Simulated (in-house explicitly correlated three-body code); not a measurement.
Two electrons around a point charge Z = 5, with all interactions Yukawa-screened by 0.05 bohr⁻¹. Computed variationally in 260 exponentially correlated functions with an in-house code, non-relativistic, converged to about 10⁻⁷ hartree. Wanted, and plotted below: the bound S and P states that converged, by term and principal number n, on a logarithmic scale of binding.

The ground state is bound by 254.0 eV. The n = 2 states drawn run, from the deepest, 2 ³S (55.5 eV), 2 ¹S (51.3 eV), 2 ³P (51.1 eV), 2 ¹P (48.5 eV). Exchange puts 2 ³S below 2 ¹S by 4.22 eV and 2 ³P below 2 ¹P by 2.60 eV.

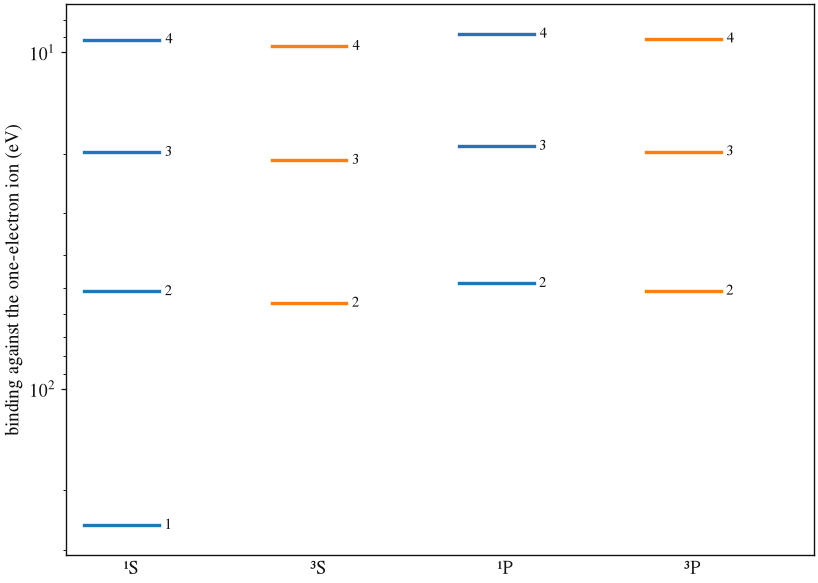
